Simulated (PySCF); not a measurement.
**F₄H₈OSi (SMILES O[SiH3].F.F.F.F): density, localisation and related maps**

Input file:

```
{"job": {"kind": "inter", "xc": "wB97M-D3(BJ)", "basis": "def2-SVPD", "pairs": false}, "charge": 0, "multiplicity": 1, "parts": [{"atoms": "0-5", "charge": 0, "multiplicity": 1}, {"atoms": "6-7", "charge": 0, "multiplicity": 1}, {"atoms": "8-9", "charge": 0, "multiplicity": 1}, {"atoms": "10-11", "charge": 0, "multiplicity": 1}, {"atoms": "12-13", "charge": 0, "multiplicity": 1}]}
O      0.887469    -0.422705     1.496922
Si     0.141836     0.198585     0.096739
H      0.546356    -0.152046     2.378029
H      0.229515     1.684123     0.109546
H     -1.279585    -0.238542     0.070508
H      0.916907    -0.382731    -1.027977
F      3.011953    -1.491607     1.710703
H      2.108011    -1.051517     1.586528
F      4.007844    -0.827235     3.786850
H      3.646567    -1.121430     2.927567
F      0.198910     0.292151     3.922646
H      0.988047     0.308675     4.465234
F      2.329480     0.269332     5.168106
H      3.029839    -0.158892     4.658311
```

Launched as:

```sh
OMP_NUM_THREADS=1 python cluster_run.py task.json out
```

Geometry: PBE0-D3(BJ)/def2-SVPD.

Theory: wB97M-D3(BJ)/def2-SVPD, SCF density, gas phase in PySCF.

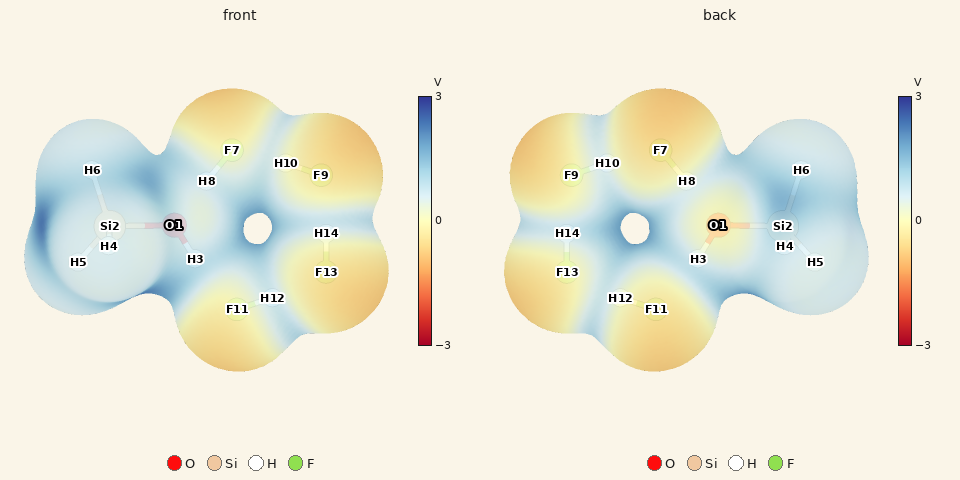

Figure 1. The molecular electrostatic potential painted on the density surface at 0.002 e/bohr³, seen from the front and from behind; red is negative and blue positive.

**Where is the surface potential most negative and most positive?**

The most negative region (about −0.8 V) lies over F7, F9 and F13, the most positive (about +2.2 V) over Si2.

**What dipole moment does the calculation give?**

Its dipole moment is 3.05 D.

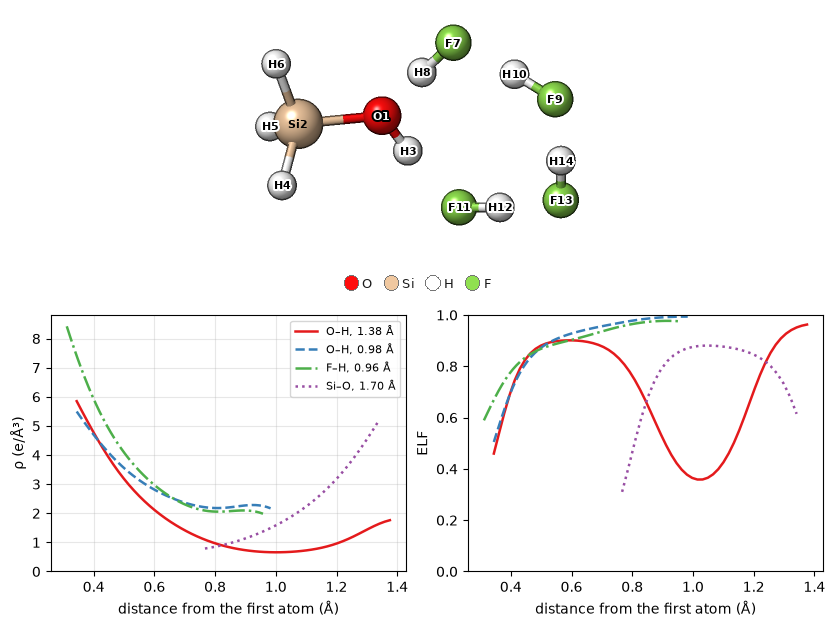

Figure 2. Total electron density and electron localisation function along straight lines between neighbouring atoms. The curves leave out the atomic cores. The structure is drawn too.

**Compare the contacts.**

O1···H8 (1.38 Å): the density falls to about 0.66 e/Å³ on the way; the ELF peaks at about 0.90 between the atoms.
O–H (0.98 Å): ρ is about 3.6 e/Å³ halfway; the ELF climbs to about 1 towards the hydrogen, as it does in any bond to H: a covalent bond by its length.
F–H (0.96 Å): ρ at the midpoint is about 4.4 e/Å³; the ELF climbs to about 1 towards the hydrogen; a covalent bond by its length.
Si–O (1.70 Å): the density is about 0.98 e/Å³ at the midpoint; the ELF peaks at about 0.90 between the atoms; a polar covalent bond.
